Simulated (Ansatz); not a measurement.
```yaml
atoms:
  - { symbol: O, position_ang: [-0.5688, 0.8404, 1.7261] }
  - { symbol: C, position_ang: [-0.3058, -0.1279, 0.9048] }
  - { symbol: B, position_ang: [-0.3029, -1.5680, 0.4925] }
  - { symbol: C, position_ang: [0.5395, -1.3233, -0.8304] }
  - { symbol: C, position_ang: [-0.2453, -0.0837, -0.5185] }
  - { symbol: Al, position_ang: [0.1941, 2.0187, 0.5925] }
  - { symbol: H, position_ang: [-1.1411, -2.3832, 0.7168] }
  - { symbol: H, position_ang: [0.2435, -1.8704, -1.7230] }
  - { symbol: H, position_ang: [1.6165, -1.2154, -0.7515] }
  - { symbol: H, position_ang: [-0.9165, 0.4460, -1.1958] }
  - { symbol: H, position_ang: [1.7443, 2.2115, 0.7863] }
  - { symbol: H, position_ang: [-0.7802, 2.9999, -0.1660] }
```

Geometry: PBE0-D4/def2-TZVP.

Theory: RKS PBE0-D4/def2-TZVPP in Ansatz 0.2.0.

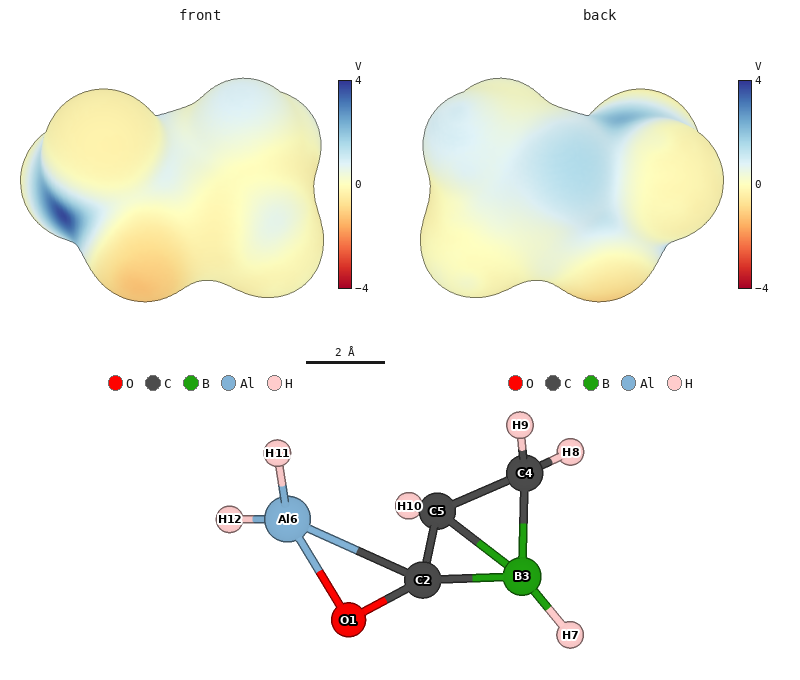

C₃H₆AlBO. The molecular electrostatic potential painted on the density surface at 0.002 e/bohr³, seen from the front and from behind; red is negative and blue positive. The bare structure is drawn below in the same view.

### Where is the surface potential most negative and most positive?

The most negative region (about −1.2 V, or −28 kcal/mol for a unit charge) lies over O1, the most positive (about +3.4 V, or +78 kcal/mol for a unit charge) over Al6. O1 is the likeliest acceptor of a hydrogen bond.
